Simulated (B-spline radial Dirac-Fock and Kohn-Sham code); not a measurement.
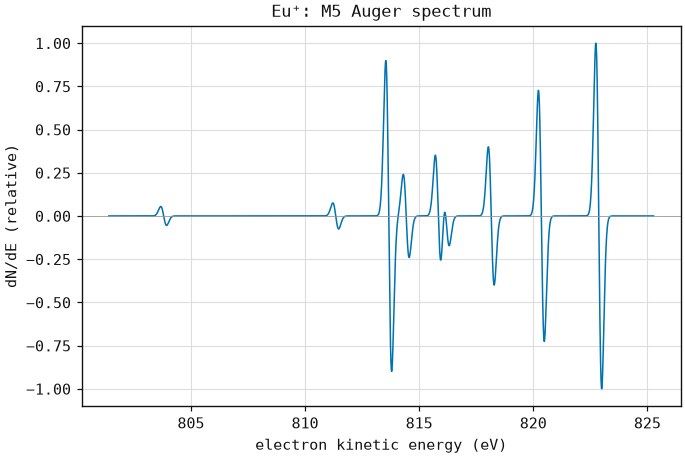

The Auger multiplet of an M5 hole with both final holes in N45, broadened by 0.30 eV full width and differentiated. Kinetic energies count from the vacuum level; very weak lines are left out. Lines are named by their largest jj component, which in light atoms can differ from the customary names. Species: europium in charge state +1 (Eu⁺) ([Xe] 4f7 6s1). Level of theory: Dirac–Fock ΔSCF energies in intermediate coupling of the two holes, Coulomb rates, valence shells as spectators; calculated with a radial B-spline solver.

### Which line is strongest?

M5-N5N5 J=4 at 822.9 eV, 26 % of the multiplet.

### How wide is the M5 level from this decay?

0.359 eV from this multiplet.
